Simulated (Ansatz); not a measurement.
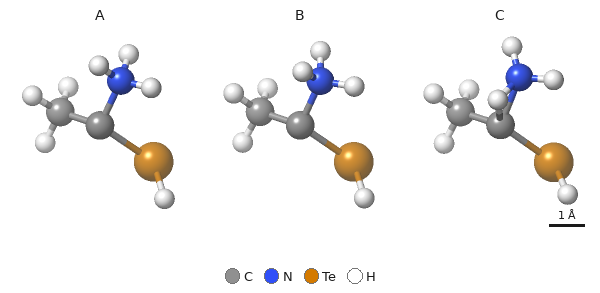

3 geometries from a converged minimum-energy path of C2H7NTe, shuffled. Style: ball-and-stick. Shown at a tilt.

Method: Ansatz 0.2.0, RKS PBE/def2-SVP. Settings: 7 movable images; climbing image; force threshold 0.03 eV/Å; iteration limit 60; starting path through a guess of the saddle point.

One of them is the converged climbing image. Which?

C. In order along the path, whose images run from 0 to 8: C (image 5, +3.34 eV), B (image 7, +2.60 eV), A (image 8, +2.57 eV). A hydrogen atom shifts from one atom to another. Breaking: C–H (1.11 → 2.10 Å). Forming: H–N (2.07 → 1.04 Å).

Cost: 3.2 min on 2 threads of Arm Neoverse V2, on a shared host, peak memory 0.14 GiB.
